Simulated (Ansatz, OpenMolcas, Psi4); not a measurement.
**A ladder of methods for InCl3 (SMILES [Cl][In]([Cl])[Cl])**

The species is InCl3 (4 atoms), meant as a singlet with charge 0. SMILES: `[Cl][In]([Cl])[Cl]`. Geometry: relaxed at PBE0-D4/def2-TZVP.

Quantity: the vertical energy of the triplet above the singlet, in eV. The values are calculated.

| level | kind | program | value (eV) | CPU time (all runs) |
| --- | --- | --- | --- | --- |
| HF/def2-SVP (core potential) | Hartree–Fock | Ansatz | 5.56 | 19 s |
| PBE/def2-SVP (core potential) | GGA | Ansatz | 4.25 | 47 s |
| M06-L/def2-SVP (core potential) | meta-GGA | OpenMolcas | 4.77 | 91 s |
| PBE0/def2-SVP (core potential) | global hybrid | OpenMolcas | 4.91 | 48 s |
| PBE-QIDH/def2-SVP (core potential) | double hybrid | Ansatz | 5.72 | 48 s |
| RPA@PBE0/def2-SVP (core potential) | RPA | Ansatz | 5.03 | 1.7 min |
| MP2/def2-SVP (core potential) | perturbation theory | Psi4 | 5.98 | 22 s |
| BCCD(T)/def2-SVP (core potential) | coupled cluster or CI | Ansatz | 5.75 | 2.1 min |
| CCSD/def2-SVP (core potential) | coupled cluster or CI | Psi4 | 5.78 | 2.8 min |

Spin-orbit coupling is left out. The values span 4.25 to 5.98 eV. A triplet this far above the singlet is often a Rydberg-like or dissociative state; sets without diffuse functions put Rydberg states too high. In the correlated wave-function rows the outer d shell of In is correlated, in sets not made for it. Times are those of the runs behind each value, whatever else they computed, on shared processors of several kinds: orders of magnitude only.

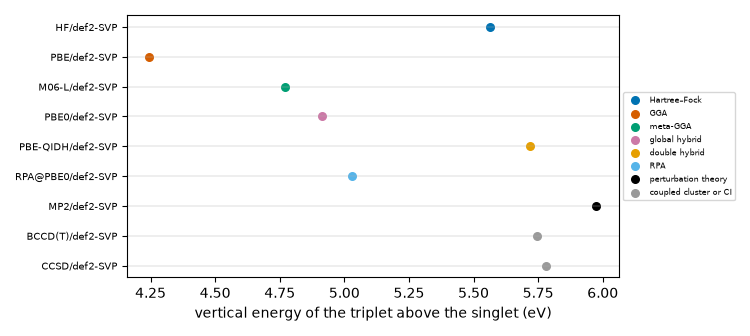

The values of the table, level by level.
